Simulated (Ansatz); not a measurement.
## Ligand exchange: AuBr + CH2Cl2 → AuCl + CH2BrCl

Species: AuBr (bromogold), singlet; CH2Cl2 (dichloromethane) `ClCCl`, singlet; AuCl (gold monochloride), singlet; CH2BrCl (bromochloromethane) `ClCBr`, singlet. The partners trade Br for Cl: Au–Br and C–Cl bonds give way to Au–Cl and C–Br.

Shapes, held fixed at every level: PBE0-D4/def2-TZVP. Programs: Ansatz 0.2.0. The zero-point and thermal change to 298 K, harmonic and unscaled (PBE0-D4/def2-TZVP), is -0.9 kJ/mol.

| level | kind | ΔH(298 K) (kJ/mol) | less CCSD(T)/def2-TZVPP |
| --- | --- | --- | --- |
| HF/def2-TZVPP | Hartree–Fock | +37.6 | +8.1 |
| SPW92/def2-TZVPP | LDA | +30.5 | +1.0 |
| PBE-D4/def2-TZVPP | GGA | +28.7 | -0.8 |
| r2SCAN-D4/def2-TZVPP | meta-GGA | +29.4 | -0.1 |
| PBE0-D4/def2-TZVPP | global hybrid | +31.9 | +2.4 |
| B2PLYP/def2-TZVPP | double hybrid | +30.7 | +1.2 |
| CCSD(T)/def2-SVP | coupled cluster or CI | +35.7 | +6.2 |
| CCSD(T)/def2-TZVPP | coupled cluster or CI | +29.5 | 0.0 |

The highest level, CCSD(T)/def2-TZVPP, gives ΔH(298 K) = +29.5 kJ/mol; the levels span +28.7 to +37.6. The column of differences is taken from that level and isn't an error. No measured value is set beside it here. T1 is large for AuCl, so single-reference values are less sure there. For atoms past krypton def2 sets carry core potentials with scalar relativity. Relativity is left out for Br unless named. Correlated rows may include outer-core shells of Au, Br, which these sets cover unevenly.

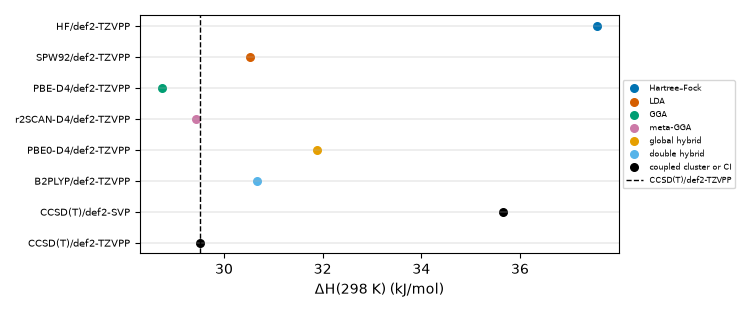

The values of the table, level by level.
